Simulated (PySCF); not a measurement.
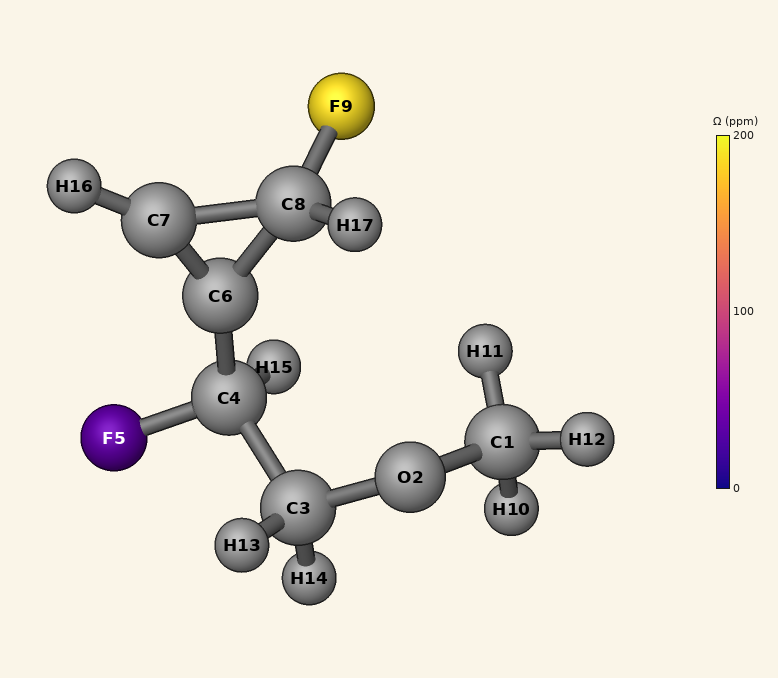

The F atoms are coloured by the span of their shielding tensor. The computed structure is the end point of a GFN2-xTB optimisation. No frequency run is at hand to confirm it as a minimum. Properties computed with GIAO PBE0/pcSseg-1 NMR shielding, non-relativistic, gas phase (PySCF 2.14.0). Principal shieldings σ11 ≤ σ22 ≤ σ33, span Ω = σ33 − σ11, skew κ = 3(σiso − σ22)/Ω.

Which F atom has the most anisotropic shielding?

Answer. F9, with a span of 187 ppm.

Give the shielding tensors of the F atoms.

| atom | σ11 | σ22 | σ33 | σiso | Ω | κ |
| --- | --- | --- | --- | --- | --- | --- |
| F5 | 390.2 | 414.4 | 425.9 | 410.2 | 35.7 | −0.35 |
| F9 | 251.0 | 347.0 | 438.1 | 345.4 | 187.1 | −0.03 |

Shieldings and span in ppm.
